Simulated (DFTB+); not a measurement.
# C3H4F2: geometry relaxation (part 1 of 2)

System: C3H4F2, SMILES FC=CCF.
Method: GFN1-xTB, R-SCC, dispersion built in (DFTB+ 25.1).

The geometry comes from this level: PBE0-D4/def2-TZVP.

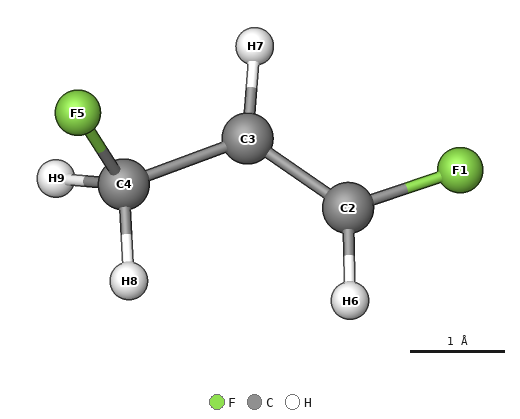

The structure as given in the input (ball-and-stick view, seen at a tilt; atoms are numbered from 1 in the order of the input).

Key numbers:

| quantity | value |
| --- | --- |
| outcome | converged |
| Mermin free energy | −18.749120 hartree |
| basis functions | 28 |
| largest force | 0.064 eV/Å |
| HOMO | −12.53 eV |
| LUMO | −7.29 eV |
| dipole moment | 2.28 D |
| hardware | 1 thread of Intel Xeon @ 2.50GHz (Skylake/Cascade Lake), 32 GiB of memory available, shared host |
| wall time | 0.61 s |
| peak memory | 0.072 GiB |

Notes:

Settings chosen away from the usual ones: gtol.

Input (dftb_in.hsd):
```
# GFN1-XTB geometry optimisation
Geometry = GenFormat {
  9 C
  F C H
     1  1     -2.209900     -0.026000      1.314000
     2  2     -1.254900     -0.268300      0.418300
     3  2     -0.069300      0.309000      0.473200
     4  2      0.980100     -0.003600     -0.525800
     5  1      1.279200      1.118700     -1.286000
     6  3     -1.566100     -0.985700     -0.334400
     7  3      0.150200      1.024100      1.258600
     8  3      0.654400     -0.794800     -1.207600
     9  3      1.910300     -0.315800     -0.041200
}
Driver = GeometryOptimisation {
  Optimiser = Rational {}
  MaxSteps = 200
  Convergence {
    GradElem = 0.001
  }
  AppendGeometries = Yes
}
Hamiltonian = xTB {
  Method = "GFN1-xTB"
  SCCTolerance = 1e-08
}
Analysis {
  PrintForces = Yes
}
Options {
  WriteResultsTag = Yes
}
InputVersion = 25.1
```

Command:
```bash
dftb+ > run.log
```

What the program printed:
```
|  DFTB+ development version (commit: a23bfb2)

Reading input file 'dftb_in.hsd'
Parser version: 14

--------------------------------------------------------------------------------

Processed input in HSD format written to 'dftb_pin.hsd'

Starting initialization...
--------------------------------------------------------------------------------
OpenMP threads:              1
Chosen random seed:          1040050166
Current stacksize:           unlimited
Mode:                        Geometry optimisation relaxation
Self consistent charges:     Yes
SCC-tolerance:                 0.100000E-07
Max. scc iterations:                    100
Shell resolved Hubbard:      Yes
Spin polarisation:           No
Nr. of up electrons:            15.000000
Nr. of down electrons:          15.000000
Periodic boundaries:         No
Electronic solver:           Relatively robust
Mixer:                       Broyden mixer
Mixing parameter:                  0.200000
Nr. of chrg. vec. in memory:            100
Max. SCC-cycles:                        100
Max. nr. of geometry steps:             200
tblite library version:      0.3.0
-> parametrization:          GFN1-xTB
-> repulsion:                Yes
-> dispersion:               Yes
-> halogen bonding:          Yes
-> electrostatics:           Yes
   -> isotropic:             Yes
   -> anisotropic:           No
   -> third-order:           Yes
Electronic temperature:              0.950045E-03 H      0.258520E-01 eV
Initial charges:             Set automatically (system chrg:   0.000E+00)
Included shells:             F:  s, p
                             C:  s, p
                             H:  s, s2
Extra options:
                             Mulliken analysis
                             Force calculation
Force type                   original

--------------------------------------------------------------------------------

***  Geometry step: 0

 iSCC Total electronic   Diff electronic      SCC error
    1   -0.18812668E+02    0.00000000E+00    0.11164540E+01
    2   -0.18866754E+02   -0.18812668E+02    0.84315822E+00
    3   -0.18874753E+02   -0.54086393E-01    0.44368789E+00
    4   -0.18879347E+02   -0.79985658E-02    0.30625829E+00
    5   -0.18892782E+02   -0.45943537E-02    0.10110684E+00
    6   -0.18895727E+02   -0.13434704E-01    0.21853075E-01
    7   -0.18895830E+02   -0.29451886E-02    0.41401800E-02
    8   -0.18895833E+02   -0.10291008E-03    0.85285312E-03
    9   -0.18895833E+02   -0.35015062E-05    0.36860702E-03
   10   -0.18895833E+02   -0.75604994E-07    0.13466173E-03
   11   -0.18895833E+02   -0.19551585E-07    0.17631070E-03
   12   -0.18895833E+02    0.42874433E-08    0.24890613E-04
   13   -0.18895833E+02   -0.52512483E-08    0.12824826E-04
   14   -0.18895833E+02   -0.12138557E-09    0.12713994E-05
   15   -0.18895833E+02   -0.27895908E-10    0.29632155E-07
   16   -0.18895833E+02   -0.29842795E-12    0.13818920E-07
   17   -0.18895833E+02    0.10658141E-13    0.23477007E-08

Total Energy:                      -18.7485133148 H         -510.1730 eV
Extrapolated to 0K:                -18.7485133148 H         -510.1730 eV
Total Mermin free energy:          -18.7485133148 H         -510.1730 eV
Force related energy:              -18.7485133148 H         -510.1730 eV

total energy  -1.8748513E+01 H       energy change -1.8748513E+01 H
gradient norm  1.9323419E-02 H/a0    max. gradient  8.4838765E-03 H/a0
step length    0.0000000E+00 a0      max. step      0.0000000E+00 a0

--------------------------------------------------------------------------------

***  Geometry step: 1

 iSCC Total electronic   Diff electronic      SCC error
    1   -0.18896161E+02    0.00000000E+00    0.43421283E-02
    2   -0.18896164E+02   -0.32791988E-03    0.33060167E-02
    3   -0.18896165E+02   -0.25876459E-05    0.16263163E-02
    4   -0.18896165E+02   -0.13730879E-05    0.76663070E-03
    5   -0.18896165E+02   -0.44114390E-07    0.87160773E-04
    6   -0.18896165E+02   -0.16251089E-07    0.84113649E-05
    7   -0.18896165E+02   -0.20645246E-08    0.48094254E-05
    8   -0.18896165E+02   -0.16072477E-10    0.51014439E-06
    9   -0.18896165E+02   -0.57305272E-11    0.13910921E-06
   10   -0.18896165E+02   -0.53290705E-13    0.22572194E-07
   11   -0.18896165E+02    0.00000000E+00    0.60527221E-08

Total Energy:                      -18.7487738764 H         -510.1801 eV
Extrapolated to 0K:                -18.7487738764 H         -510.1801 eV
Total Mermin free energy:          -18.7487738764 H         -510.1801 eV
Force related energy:              -18.7487738764 H         -510.1801 eV

total energy  -1.8748774E+01 H       energy change -2.6056160E-04 H
gradient norm  8.8515515E-03 H/a0    max. gradient  4.4660181E-03 H/a0
step length    1.9323419E-02 a0      max. step      8.4838765E-03 a0

--------------------------------------------------------------------------------

***  Geometry step: 2

 iSCC Total electronic   Diff electronic      SCC error
    1   -0.18896212E+02    0.00000000E+00    0.35388591E-02
    2   -0.18896213E+02   -0.47078405E-04    0.27119631E-02
    3   -0.18896214E+02   -0.11446184E-05    0.10322019E-02
    4   -0.18896214E+02   -0.74958253E-06    0.40644260E-03
    5   -0.18896214E+02    0.32588510E-08    0.35236344E-04
    6   -0.18896214E+02   -0.84671825E-08    0.68193148E-05
    7   -0.18896214E+02   -0.49622884E-09    0.37554951E-05
    8   -0.18896214E+02   -0.55599969E-11    0.40917840E-06
    9   -0.18896214E+02   -0.28812508E-11    0.32893164E-07
   10   -0.18896214E+02   -0.21316282E-13    0.75333316E-08

Total Energy:                      -18.7488660347 H         -510.1826 eV
Extrapolated to 0K:                -18.7488660347 H         -510.1826 eV
Total Mermin free energy:          -18.7488660347 H         -510.1826 eV
Force related energy:              -18.7488660347 H         -510.1826 eV

total energy  -1.8748866E+01 H       energy change -9.2158311E-05 H
gradient norm  5.5909867E-03 H/a0    max. gradient  2.1240732E-03 H/a0
step length    1.7134322E-02 a0      max. step      8.6387079E-03 a0

--------------------------------------------------------------------------------

***  Geometry step: 3

 iSCC Total electronic   Diff electronic      SCC error
    1   -0.18895810E+02    0.00000000E+00    0.81569476E-03
    2   -0.18895810E+02    0.40395314E-03    0.64014100E-03
    3   -0.18895810E+02   -0.16714292E-07    0.19607628E-03
    4   -0.18895810E+02   -0.68955934E-08    0.22289241E-04
    5   -0.18895810E+02   -0.36428602E-08    0.23984565E-05
    6   -0.18895810E+02   -0.12528645E-09    0.11135242E-05
    7   -0.18895810E+02   -0.17230661E-11    0.52918433E-06
    8   -0.18895810E+02   -0.45474735E-12    0.13515832E-06
    9   -0.18895810E+02   -0.67501560E-13    0.13951374E-07
   10   -0.18895810E+02    0.71054274E-14    0.18233886E-08

Total Energy:                      -18.7489045387 H         -510.1837 eV
Extrapolated to 0K:                -18.7489045387 H         -510.1837 eV
Total Mermin free energy:          -18.7489045387 H         -510.1837 eV
Force related energy:              -18.7489045387 H         -510.1837 eV

total energy  -1.8748905E+01 H       energy change -3.8504082E-05 H
gradient norm  5.3045015E-03 H/a0    max. gradient  2.4815571E-03 H/a0
step length    1.0545725E-02 a0      max. step      4.4594298E-03 a0

--------------------------------------------------------------------------------

***  Geometry step: 4

 iSCC Total electronic   Diff electronic      SCC error
    1   -0.18895071E+02    0.00000000E+00    0.20141502E-02
    2   -0.18895071E+02    0.73903503E-03    0.11953846E-02
    3   -0.18895072E+02   -0.26781557E-06    0.51063988E-03
    4   -0.18895072E+02   -0.11035625E-06    0.18235929E-03
    5   -0.18895072E+02   -0.16973409E-08    0.29579838E-04
    6   -0.18895072E+02   -0.49067772E-08    0.43048614E-05
    7   -0.18895072E+02   -0.27479530E-09    0.22350915E-05
    8   -0.18895072E+02   -0.76383344E-12    0.18957749E-06
    9   -0.18895072E+02   -0.78870244E-12    0.25264285E-07
   10   -0.18895072E+02   -0.17763568E-13    0.36455936E-08

Total Energy:                      -18.7489627559 H         -510.1852 eV
Extrapolated to 0K:                -18.7489627559 H         -510.1852 eV
Total Mermin free energy:          -18.7489627559 H         -510.1852 eV
Force related energy:              -18.7489627559 H         -510.1852 eV

total energy  -1.8748963E+01 H       energy change -5.8217182E-05 H
gradient norm  3.8797052E-03 H/a0    max. gradient  1.7277856E-03 H/a0
step length    2.4163551E-02 a0      max. step      1.0539741E-02 a0

--------------------------------------------------------------------------------

***  Geometry step: 5

 iSCC Total electronic   Diff electronic      SCC error
    1   -0.18894738E+02    0.00000000E+00    0.99622085E-03
    2   -0.18894738E+02    0.33395455E-03    0.73295304E-03
    3   -0.18894738E+02   -0.20391401E-06    0.24899686E-03
    4   -0.18894738E+02   -0.13292916E-06    0.12414586E-03
    5   -0.18894738E+02   -0.30117064E-09    0.20621725E-04
    6   -0.18894738E+02   -0.85482199E-09    0.34505930E-05
    7   -0.18894738E+02   -0.10851053E-09    0.16484844E-05
    8   -0.18894738E+02   -0.12789769E-11    0.19860060E-06
    9   -0.18894738E+02   -0.45119464E-12    0.26036629E-07
   10   -0.18894738E+02   -0.14210855E-13    0.47826814E-08

Total Energy:                      -18.7489786690 H         -510.1857 eV
Extrapolated to 0K:                -18.7489786690 H         -510.1857 eV
Total Mermin free energy:          -18.7489786690 H         -510.1857 eV
Force related energy:              -18.7489786690 H         -510.1857 eV

total energy  -1.8748979E+01 H       energy change -1.5913034E-05 H
gradient norm  2.6513940E-03 H/a0    max. gradient  1.2533599E-03 H/a0
step length    9.7282370E-03 a0      max. step      3.9666217E-03 a0

--------------------------------------------------------------------------------

***  Geometry step: 6

 iSCC Total electronic   Diff electronic      SCC error
    1   -0.18894757E+02    0.00000000E+00    0.80096041E-03
    2   -0.18894757E+02   -0.18875943E-04    0.60533653E-03
    3   -0.18894757E+02   -0.11766909E-06    0.24127209E-03
    4   -0.18894757E+02   -0.72492689E-07    0.10489091E-03
    5   -0.18894757E+02   -0.67553785E-09    0.20588170E-04
    6   -0.18894757E+02   -0.36572345E-09    0.27071900E-05
    7   -0.18894757E+02   -0.93891117E-10    0.11032318E-05
    8   -0.18894757E+02   -0.85265128E-12    0.14008444E-06
    9   -0.18894757E+02   -0.15987212E-12    0.90254251E-08

Total Energy:                      -18.7489887718 H         -510.1859 eV
Extrapolated to 0K:                -18.7489887718 H         -510.1859 eV
Total Mermin free energy:          -18.7489887718 H         -510.1859 eV
Force related energy:              -18.7489887718 H         -510.1859 eV

total energy  -1.8748989E+01 H       energy change -1.0102817E-05 H
gradient norm  2.4621965E-03 H/a0    max. gradient  1.1311619E-03 H/a0
step length    7.1995752E-03 a0      max. step      3.1818690E-03 a0

--------------------------------------------------------------------------------

***  Geometry step: 7

 iSCC Total electronic   Diff electronic      SCC error
    1   -0.18894862E+02    0.00000000E+00    0.74595256E-03
    2   -0.18894862E+02   -0.10465434E-03    0.56635402E-03
    3   -0.18894862E+02   -0.74759701E-07    0.21127754E-03
    4   -0.18894862E+02   -0.49293501E-07    0.70706607E-04
    5   -0.18894862E+02   -0.18962965E-09    0.12049286E-04
    6   -0.18894862E+02   -0.28553515E-09    0.20468536E-05
    7   -0.18894862E+02   -0.33374192E-10    0.69416923E-06
    8   -0.18894862E+02   -0.62527761E-12    0.11322533E-06
    9   -0.18894862E+02   -0.67501560E-13    0.83056011E-08

Total Energy:                      -18.7490021562 H         -510.1863 eV
Extrapolated to 0K:                -18.7490021562 H         -510.1863 eV
Total Mermin free energy:          -18.7490021562 H         -510.1863 eV
Force related energy:              -18.7490021562 H         -510.1863 eV

total energy  -1.8749002E+01 H       energy change -1.3384448E-05 H
gradient norm  3.1409711E-03 H/a0    max. gradient  1.5230325E-03 H/a0
step length    1.0744840E-02 a0      max. step      4.7141401E-03 a0

--------------------------------------------------------------------------------

***  Geometry step: 8

 iSCC Total electronic   Diff electronic      SCC error
    1   -0.18895155E+02    0.00000000E+00    0.59107182E-03
    2   -0.18895155E+02   -0.29272483E-03    0.44994366E-03
    3   -0.18895155E+02   -0.41659014E-07    0.17442217E-03
    4   -0.18895155E+02   -0.24447296E-07    0.11121844E-03
    5   -0.18895155E+02    0.11056400E-09    0.10311143E-04
    6   -0.18895155E+02   -0.77157836E-09    0.14410504E-05
    7   -0.18895155E+02   -0.30137670E-10    0.43484781E-06
    8   -0.18895155E+02   -0.54711791E-12    0.21975906E-06
    9   -0.18895155E+02   -0.46185278E-13    0.37224219E-07
   10   -0.18895155E+02   -0.71054274E-14    0.27657232E-08

Total Energy:                      -18.7490244870 H         -510.1869 eV
Extrapolated to 0K:                -18.7490244870 H         -510.1869 eV
Total Mermin free energy:          -18.7490244870 H         -510.1869 eV
Force related energy:              -18.7490244870 H         -510.1869 eV

total energy  -1.8749024E+01 H       energy change -2.2330763E-05 H
gradient norm  4.0167041E-03 H/a0    max. gradient  2.1456697E-03 H/a0
step length    2.1273954E-02 a0      max. step      9.1889679E-03 a0

--------------------------------------------------------------------------------

***  Geometry step: 9

 iSCC Total electronic   Diff electronic      SCC error
    1   -0.18895431E+02    0.00000000E+00    0.76644585E-03
    2   -0.18895431E+02   -0.27644312E-03    0.43357952E-03
    3   -0.18895431E+02   -0.24298050E-07    0.15119032E-03
    4   -0.18895431E+02   -0.90280281E-08    0.44529655E-04
    5   -0.18895431E+02   -0.26387070E-09    0.12783726E-04
    6   -0.18895431E+02   -0.33179504E-09    0.22340253E-05
    7   -0.18895431E+02   -0.29743319E-10    0.51961089E-06
    8   -0.18895431E+02   -0.45474735E-12    0.12333656E-06
    9   -0.18895431E+02   -0.35527137E-13    0.81535436E-08

Total Energy:                      -18.7490488306 H         -510.1876 eV
Extrapolated to 0K:                -18.7490488306 H         -510.1876 eV
Total Mermin free energy:          -18.7490488306 H         -510.1876 eV
Force related energy:              -18.7490488306 H         -510.1876 eV

total energy  -1.8749049E+01 H       energy change -2.4343633E-05 H
gradient norm  3.8759007E-03 H/a0    max. gradient  1.9022607E-03 H/a0
step length    2.7349257E-02 a0      max. step      1.1516293E-02 a0

--------------------------------------------------------------------------------

***  Geometry step: 10

 iSCC Total electronic   Diff electronic      SCC error
    1   -0.18895542E+02    0.00000000E+00    0.77051660E-03
    2   -0.18895542E+02   -0.11042377E-03    0.58317871E-03
    3   -0.18895542E+02   -0.12482902E-06    0.22112718E-03
    4   -0.18895542E+02   -0.80888135E-07    0.85529546E-04
    5   -0.18895542E+02   -0.21193713E-09    0.13221698E-04
    6   -0.18895542E+02   -0.46689408E-09    0.35761711E-05
    7   -0.18895542E+02   -0.43065995E-10    0.10695171E-05
    8   -0.18895542E+02   -0.12079227E-11    0.22288507E-06
    9   -0.18895542E+02   -0.13500312E-12    0.37239201E-07
   10   -0.18895542E+02   -0.71054274E-14    0.43130229E-08
```
